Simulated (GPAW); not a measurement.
**Dielectric function and optical constants of TiCo**

Aim: the dielectric function of TiCo, and the optical constants that follow from it.

Method: DFT, PBE, plane-wave PAW (GPAW data sets), scalar-relativistic, RPA, optical limit, in GPAW 26.7.0.

**1. The structure**

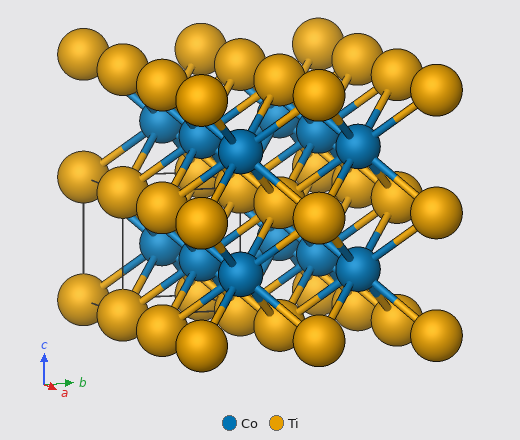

The cell as given, slightly off an axis (cobalt blue, titanium orange). 3×2×2 cells are drawn. Some periodic images of atoms are drawn too.

**2. Ground state**

The self-consistent density comes first; it also tells whether there is a gap, which decides the occupations and the need for a Drude term.

This step: DFT, PBE, plane-wave PAW (GPAW data sets), scalar-relativistic, ground state (GPAW 26.7.0).

The input, gs.py:

```python
from ase import Atoms
from ase.dft.bandgap import bandgap
from gpaw import GPAW, PW, FermiDirac

atoms = Atoms(['Co', 'Ti'],
              cell=[[2.986110990000, 0.000000000000, 0.000000000000],
                    [0.000000000000, 2.986110990000, 0.000000000000],
                    [0.000000000000, 0.000000000000, 2.986110990000]],
              scaled_positions=[[0.500000000000, 0.500000000000, 0.500000000000],
                                [0.000000000000, 0.000000000000, 0.000000000000]],
              pbc=[True, True, True])
atoms.calc = GPAW(mode=PW(500), xc='PBE', kpts={'size': (8, 8, 8), 'gamma': True},
                  occupations=FermiDirac(0.05), maxiter=150, txt='gs.txt')
print('energy (eV)', atoms.get_potential_energy())
print('Fermi level (eV)', atoms.calc.get_fermi_level())
print('valence electrons', atoms.calc.get_number_of_electrons())
print('gap (eV)', bandgap(atoms.calc, output=None)[0])
print('direct gap (eV)', bandgap(atoms.calc, direct=True, output=None)[0])
atoms.calc.write('gs.gpw')
```

Started as:

```console
> OMP_NUM_THREADS=1 python gs.py
```

Numbers of over 12 decimals in the logs are rounded to 6 here.

What it wrote:

```text
__  _  _
 | _ |_)|_||  |
 |__||  | ||/\| - 26.7.0

Versions:
  Python: 3.12.14
  ASE:    3.29.0
  Numpy:  2.5.5
  Scipy:  1.18.1
  Libxc:  7.0.0

Input parameters:
  mode=PW(ecut=500.0),
  kpts=MonkhorstPack(size=(8, 8, 8), gamma=True),
  maxiter=150,
  occupations=Occupations(name='fermi-dirac', width=0.05, fixmagmom=False),
  xc=XC(name='PBE')

Diagonalizing LCAO Hamiltonian
Converting LCAO to pw mode
   .------.
  /|      |
 * |      |
 | | Co   |
 | .------.
 |/      /
 Ti-----*

Atoms  # Å, Bohr magnetons
|   | symbol |        x |        y |        z |    initial magnetic moments |
| 0 |     Co | 1.493055 | 1.493055 | 1.493055 | ( 0.0000,  0.0000,  0.0000) |
| 1 |     Ti | 0.000000 | 0.000000 | 0.000000 | ( 0.0000,  0.0000,  0.0000) |

Unit cell  # Å
| periodic |        x |        y |        z |  lengths |    angles |
|      yes | 2.986111 | 0.000000 | 0.000000 | 2.986111 | 90.000000 |
|      yes | 0.000000 | 2.986111 | 0.000000 | 2.986111 | 90.000000 |
|      yes | 0.000000 | 0.000000 | 2.986111 | 2.986111 | 90.000000 |

Number of symmetries: 48
Symmetry operations  # r_c * U_cc + t_c -> r_c
|    | kind |            matrix            |
|  0 |  E   |  1, 0, 0,  0, 1, 0,  0, 0, 1 |
|  1 |  σ   |  1, 0, 0,  0, 1, 0,  0, 0,-1 |
|  2 |  σ   |  1, 0, 0,  0, 0, 1,  0, 1, 0 |
|  3 |  C4  |  1, 0, 0,  0, 0, 1,  0,-1, 0 |
|  4 |  C4  |  1, 0, 0,  0, 0,-1,  0, 1, 0 |
|  5 |  σ   |  1, 0, 0,  0, 0,-1,  0,-1, 0 |
|  6 |  σ   |  1, 0, 0,  0,-1, 0,  0, 0, 1 |
|  7 |  C2  |  1, 0, 0,  0,-1, 0,  0, 0,-1 |
|  8 |  σ   |  0, 1, 0,  1, 0, 0,  0, 0, 1 |
|  9 |  C2  |  0, 1, 0,  1, 0, 0,  0, 0,-1 |
| 10 |  C3  |  0, 1, 0,  0, 0, 1,  1, 0, 0 |
| 11 |  S6  |  0, 1, 0,  0, 0, 1, -1, 0, 0 |
| 12 |  S6  |  0, 1, 0,  0, 0,-1,  1, 0, 0 |
| 13 |  C3  |  0, 1, 0,  0, 0,-1, -1, 0, 0 |
| 14 |  C4  |  0, 1, 0, -1, 0, 0,  0, 0, 1 |
| 15 |  S4  |  0, 1, 0, -1, 0, 0,  0, 0,-1 |
| 16 |  C3  |  0, 0, 1,  1, 0, 0,  0, 1, 0 |
| 17 |  S6  |  0, 0, 1,  1, 0, 0,  0,-1, 0 |
| 18 |  σ   |  0, 0, 1,  0, 1, 0,  1, 0, 0 |
| 19 |  C4  |  0, 0, 1,  0, 1, 0, -1, 0, 0 |
| 20 |  C2  |  0, 0, 1,  0,-1, 0,  1, 0, 0 |
| 21 |  S4  |  0, 0, 1,  0,-1, 0, -1, 0, 0 |
| 22 |  S6  |  0, 0, 1, -1, 0, 0,  0, 1, 0 |
| 23 |  C3  |  0, 0, 1, -1, 0, 0,  0,-1, 0 |
| 24 |  S6  |  0, 0,-1,  1, 0, 0,  0, 1, 0 |
| 25 |  C3  |  0, 0,-1,  1, 0, 0,  0,-1, 0 |
| 26 |  C4  |  0, 0,-1,  0, 1, 0,  1, 0, 0 |
| 27 |  σ   |  0, 0,-1,  0, 1, 0, -1, 0, 0 |
| 28 |  S4  |  0, 0,-1,  0,-1, 0,  1, 0, 0 |
| 29 |  C2  |  0, 0,-1,  0,-1, 0, -1, 0, 0 |
| 30 |  C3  |  0, 0,-1, -1, 0, 0,  0, 1, 0 |
| 31 |  S6  |  0, 0,-1, -1, 0, 0,  0,-1, 0 |
| 32 |  C4  |  0,-1, 0,  1, 0, 0,  0, 0, 1 |
| 33 |  S4  |  0,-1, 0,  1, 0, 0,  0, 0,-1 |
| 34 |  S6  |  0,-1, 0,  0, 0, 1,  1, 0, 0 |
| 35 |  C3  |  0,-1, 0,  0, 0, 1, -1, 0, 0 |
| 36 |  C3  |  0,-1, 0,  0, 0,-1,  1, 0, 0 |
| 37 |  S6  |  0,-1, 0,  0, 0,-1, -1, 0, 0 |
| 38 |  σ   |  0,-1, 0, -1, 0, 0,  0, 0, 1 |
| 39 |  C2  |  0,-1, 0, -1, 0, 0,  0, 0,-1 |
| 40 |  σ   | -1, 0, 0,  0, 1, 0,  0, 0, 1 |
| 41 |  C2  | -1, 0, 0,  0, 1, 0,  0, 0,-1 |
| 42 |  C2  | -1, 0, 0,  0, 0, 1,  0, 1, 0 |
| 43 |  S4  | -1, 0, 0,  0, 0, 1,  0,-1, 0 |
| 44 |  S4  | -1, 0, 0,  0, 0,-1,  0, 1, 0 |
| 45 |  C2  | -1, 0, 0,  0, 0,-1,  0,-1, 0 |
| 46 |  C2  | -1, 0, 0,  0,-1, 0,  0, 0, 1 |
| 47 |  i   | -1, 0, 0,  0,-1, 0,  0, 0,-1 |

BZ-sampling:
  Number of BZ points: 512
  Number of IBZ points: 35

  Monkhorst-Pack size: [8, 8, 8]
  Monkhorst-Pack shift: [0.0625, 0.0625, 0.0625]

K-points  # in reciprocal-cell coordinates
|     |                                coordinates |     weight |
|   0 | (  0.00000000,   0.00000000,   0.00000000) | 0.00195312 |
|   1 | (  0.12500000,   0.00000000,   0.00000000) | 0.01171875 |
|   2 | (  0.12500000,   0.12500000,   0.00000000) | 0.02343750 |
|   3 | (  0.12500000,   0.12500000,   0.12500000) | 0.01562500 |
|   4 | (  0.25000000,   0.00000000,   0.00000000) | 0.01171875 |
|   5 | (  0.25000000,   0.12500000,   0.00000000) | 0.04687500 |
|   6 | (  0.25000000,   0.12500000,   0.12500000) | 0.04687500 |
|   7 | (  0.25000000,   0.25000000,   0.00000000) | 0.02343750 |
|   8 | (  0.25000000,   0.25000000,   0.12500000) | 0.04687500 |
|   9 | (  0.25000000,   0.25000000,   0.25000000) | 0.01562500 |
| ... |                                            |            |
|  34 | (  0.50000000,   0.50000000,   0.50000000) | 0.00195312 |

Plane wave coefficients: 691
Cutoff: 500.0 eV

Spin-components: 1 (collinear spins)
Bands:           17
Projectors:      12
Spin-degeneracy: 2
Datatype:        complex128

Parallelization:
  kpt:    1
  domain: 1
  band:   1

Density:
  Valence electrons: 21.0
  Components: 1
  Grid points: [16 16 16]
  Charge: 0.0  # |e|

Potential:
  Grid points: [16 16 16]

species:
  Co:
    name:    Cobalt
    id:
    Z:       27.0
    valence: 9
    core:    18
    charge:  0.0  # [|e|]
    compensation charges:
      type: gauss
      rc: 0.32  # [Å]
      lmax: 2
    cutoffs:
      filter: 1.87  # [Å]
      core: 2.55  # [Å]
    projectors
    | kind |    occ | energy [eV] | rcut [Å] |
    |   4s |  2.000 |      -5.469 |    1.005 |
    |   4p |  0.000 |      -1.277 |    1.058 |
    |   3d |  7.000 |      -8.205 |    1.005 |
    |    s |        |      21.742 |    1.005 |
    |    p |        |      25.934 |    1.058 |
    |    d |        |      19.007 |    1.005 |

    Using partial waves for Co as LCAO basis

  Ti:
    name:    Titanium
    id:
    Z:       22.0
    valence: 12
    core:    10
    charge:  0.0  # [|e|]
    compensation charges:
      type: gauss
      rc: 0.38  # [Å]
      lmax: 2
    cutoffs:
      filter: 2.23  # [Å]
      core: 1.02  # [Å]
    projectors
    | kind |    occ | energy [eV] | rcut [Å] |
    |   3s |  2.000 |     -62.623 |    1.270 |
    |   4s |  2.000 |      -4.466 |    1.270 |
    |   3p |  6.000 |     -38.862 |    1.058 |
    |   4p |  0.000 |      -1.466 |    1.058 |
    |   3d |  2.000 |      -4.258 |    1.058 |
    |    d |        |      22.953 |    1.058 |

    Using partial waves for Ti as LCAO basis

Reference energy: -61126.724187  # eV

eigensolver:
  PPCG
  Converge bands: occupied
  niter=2

density mixing:
  MSR1-Mixer
  Pratt-step length: 0.05
  Maximum mixing coefficient: 0.75
  Old densities: 10
  SVD Regularization: 0.005
  Good broyden scale: 1.0
  Trust region scale: 1.0
  Backstep threshold: 4.0
  History deletion threshold: 6.0
  Fourier metric: weight=20.0, sigma=0.015

occupation numbers:
  Fermi-Dirac:
    width: 0.0500  # eV

poisson solver:
  ecut: 4000.0  # eV

xc functional:
  name: PBE with 2 nearest neighbor stencil

convergence criteria:
- Maximum [total energy] change in last 3 cyles: 0.0005 eV / valence electron
- Maximum integral of absolute [dens]ity change: 0.0001 electrons / valence electron
- Maximum integral of absolute [eigenst]ate change: 4e-08 eV^2 / valence electron
maximum number of iterations: 150

SCF iterations
|iter     |      energy | eigst |  dens |
|iter:   1||  -16.896948 | +0.13 |       |
|iter:   2||  -16.095905 | -1.51 | -0.97 |
|iter:   3||  -15.790330 | -1.86 | -1.20 |
|iter:   4||  -15.687111 | -1.47 | -1.36 |
|iter:   5||  -15.604957 | -2.09 | -1.44 |
|iter:   6||  -15.610278 | -3.46 | -2.06 |
|iter:   7||  -15.614346c| -3.52 | -2.09 |
|iter:   8||  -15.614449c| -4.04 | -2.66 |
|iter:   9||  -15.614414c| -5.55 | -3.24 |
|iter:  10||  -15.614425c| -6.09 | -3.68 |
|iter:  11||  -15.614420c| -7.21 | -4.11c|
|iter:  12||  -15.614421c| -7.66c| -5.02c|

Converged in 12 steps
SCF loop duration: 11.051 s (0.921 s/step)
Energy contributions relative to reference atoms: (reference = -61126.724187)

Energy contributions:
  Kinetic:          13.477083
  Coulomb:         -12.838732
  Zero:              0.121729
  External:          0.000000
  Xc:              -16.365988
  Entropy:          -0.017024
  Spinorbit:         0.000000
  ----------------------------
  Free energy:     -15.622933
  Extrapolated:    -15.614421

dipole moment: (-9.527826, -9.527826, -9.527826)  # |e|*Ang

Fermi level: 10.170
Eigenvalues  # (at kpt = [0.000, 0.000, 0.000])
| band index |      eig [eV] | occ [0-2] |
|          0 |       -46.998 |     2.000 |
|        ... |               |           |
|          2 |       -23.110 |     2.000 |
|          3 |       -23.110 |     2.000 |
|          4 |         2.491 |     2.000 |
|          5 |         6.430 |     2.000 |
|          6 |         6.430 |     2.000 |
|          7 |         8.744 |     2.000 |
|          8 |         8.744 |     2.000 |
|          9 |         8.744 |     2.000 |
|         10 |        10.965 |     0.000 |
|         11 |        10.965 |     0.000 |
|         12 |        12.893 |     0.000 |
|         13 |        12.893 |     0.000 |
|         14 |        12.893 |     0.000 |
|         15 |        19.110 |     0.000 |
|         16 |        19.110 |     0.000 |

No gap
No difference between direct/indirect transitions

--- standard output ---
energy (eV) -15.614421
Fermi level (eV) 10.170025
valence electrons 21.0
gap (eV) 0.0
direct gap (eV) 0.0
```

Elapsed: 14 s, on 1 thread of Arm Neoverse N1, shared host; peak memory 0.14 GiB.

This run has no spin polarisation, although Co can carry a moment.

Read-outs, printed or worked out from the files:

* energy: -15.61 eV
* Fermi energy: 10.17 eV
* electrons: 21

There are states at the Fermi level within the smearing, so the occupations stay smeared and the carriers get a Drude term.

**3. Bands for the response**

At the fixed density, many empty bands are solved on the mesh of the response, since the spectrum sums over them.

This step: DFT, PBE, plane-wave PAW (GPAW data sets), scalar-relativistic, bands at fixed density (GPAW 26.7.0).

The input, nscf.py:

```python
from ase.dft.bandgap import bandgap
from gpaw import GPAW, FermiDirac

calc = GPAW('gs.gpw').fixed_density(kpts={'size': (15, 15, 15), 'gamma': True}, nbands=32, convergence={'bands': 26},
                                    occupations=FermiDirac(0.05), txt='nscf.txt')
print('gap (eV)', bandgap(calc, output=None)[0])
print('direct gap (eV)', bandgap(calc, direct=True, output=None)[0])
print('top band over the Fermi level (eV)', min(calc.get_eigenvalues(kpt=k)[25] for k in range(len(calc.get_ibz_k_points()))) - calc.get_fermi_level())
calc.write('full.gpw', mode='all')
```

Started as:

```console
> OMP_NUM_THREADS=1 python nscf.py
```

What it wrote:

```text
Diagonalizing LCAO Hamiltonian
Converting LCAO to pw mode
convergence criteria:
- Maximum integral of absolute [eigenst]ate change: 4e-08 eV^2 / valence electron
maximum number of iterations: 150

SCF iterations
|iter     |      energy | eigst |  dens |
|iter:   1||             | +2.00 |       |
|iter:   2||             | +0.20 |       |
|iter:   3||             | -1.18 |       |
|iter:   4||             | -2.51 |       |
|iter:   5||             | -3.23 |       |
|iter:   6||             | -3.99 |       |
|iter:   7||             | -4.77 |       |
|iter:   8||             | -5.48 |       |
|iter:   9||             | -5.94 |       |
|iter:  10||             | -6.25 |       |
|iter:  11||             | -6.50 |       |
|iter:  12||             | -6.68 |       |
|iter:  13||             | -6.83 |       |
|iter:  14||             | -6.95 |       |
|iter:  15||             | -7.05 |       |
|iter:  16||             | -7.15 |       |
|iter:  17||             | -7.24 |       |
|iter:  18||             | -7.33 |       |
|iter:  19||             | -7.41c|       |
SCF steps: 19
  __  _  _
 | _ |_)|_||  |
 |__||  | ||/\| - 26.7.0

Versions:
  Python: 3.12.14
  ASE:    3.29.0
  Numpy:  2.5.5
  Scipy:  1.18.1
  Libxc:  7.0.0

Input parameters:
  mode=PW(ecut=500.0),
  convergence={'bands': 26},
  gpts=array([16, 16, 16]),
  kpts=MonkhorstPack(size=(15, 15, 15), gamma=True),
  maxiter=150,
  nbands=32,
  occupations=Occupations(name='fermi-dirac', width=0.05, fixmagmom=False),
  parallel={},
  xc=XC(name='PBE')

--- standard output ---
gap (eV) 0.0
direct gap (eV) 0.0
top band over the Fermi level (eV) 24.523883
```

Wall time 84 s (1 thread); peak memory 0.2 GiB.

(Continued in part 2 of 2.)

[Machine, clock and banner lines and Python warnings are left out of the logs.]

[Logs are printed without paths, hosts, clocks, repeated set-up lines and the standing remarks that a program may print on its own settings, such as how far it seeks lower states.]

[Hosts, paths, dates, database ids (printed as entryN), source tags and the programs' standing remarks are cut or masked in the printed files.]
